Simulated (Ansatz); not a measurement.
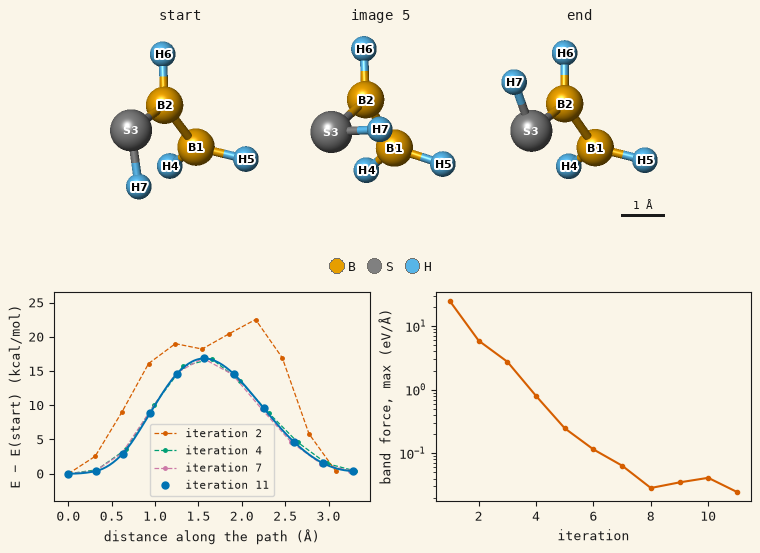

A search for the minimum-energy path of B2H4S by the nudged elastic band. Images are numbered from 0 (start) to 10 (end). The plot follows the band through its iterations. The picture is a ball-and-stick view, seen from a free direction.

Theory: RHF/def2-SVP (Ansatz). Settings: 9 movable images; climbing image; force threshold 0.03 eV/Å; iteration limit 60; starting path through a guess of the saddle point.

**Judge this run.**

The result is final at these settings. The band converged in 11 iterations. The largest component of the band force went from 25 to 0.025 eV/Å. The climbing image converged on the top of the path. Its vibrational analysis gives one imaginary mode (543i cm⁻¹), as a transition state must have. The first iteration put the highest image at 108.1 kcal/mol. Forward barrier 16.8 kcal/mol, backward barrier 16.4 kcal/mol, with image 5 at the top; the reaction energy is +0.4 kcal/mol.

Cost: 45 s on 1 thread of Intel(R) Xeon(R) 6975P-C (Granite Rapids), on a shared host, peak memory 0.13 GiB.
